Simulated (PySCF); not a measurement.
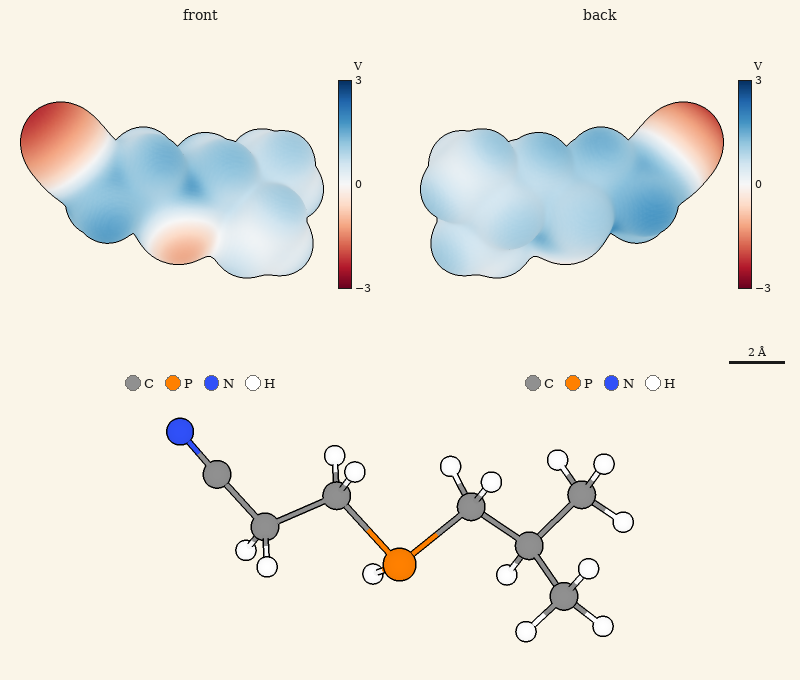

C7H14NP (SMILES CC(C)CPCCC#N). The electrostatic potential painted on the density surface at 0.004 e/bohr³, seen from the front and from behind; the colour scale runs from red (negative) to blue (positive). The bare structure is drawn below in the same view.

Geometry: GFN2-xTB.

Theory: PBE0/pcSseg-1, SCF density, gas phase, non-relativistic (PySCF).

```xyz
23

C    -2.3686    1.4712   -0.5417
C    -2.0247    0.0259   -0.1981
C    -3.0068   -0.5299    0.8312
C    -0.5947   -0.0780    0.3353
P     0.6756    0.3784   -0.9441
C     2.1813   -0.2056   -0.0055
C     3.4072   -0.2271   -0.9244
C     4.5804   -0.6225   -0.1892
N     5.4944   -0.9427    0.4183
H    -2.3440    2.0886    0.3540
H    -1.6487    1.8701   -1.2547
H    -3.3622    1.5358   -0.9793
H    -2.0985   -0.5767   -1.1117
H    -4.0259   -0.4574    0.4588
H    -2.7933   -1.5750    1.0458
H    -2.9398    0.0327    1.7604
H    -0.3960   -1.0944    0.6890
H    -0.4675    0.6060    1.1807
H     0.5369   -0.8033   -1.6935
H     2.0088   -1.1973    0.4223
H     2.3512    0.4943    0.8190
H     3.2532   -0.9317   -1.7479
H     3.5773    0.7656   -1.3520
```

> Which sites attract a positive test charge, and which a negative one?

A positive charge is drawn to the negative regions and a negative charge to the positive ones. The most negative region (about −2.1 V) lies over N9, the most positive (about +1.7 V) over P5, C7 and H22. N9 is the likeliest acceptor of a hydrogen bond.

> How polar is the molecule by this calculation?

Its dipole moment is 4.05 D.
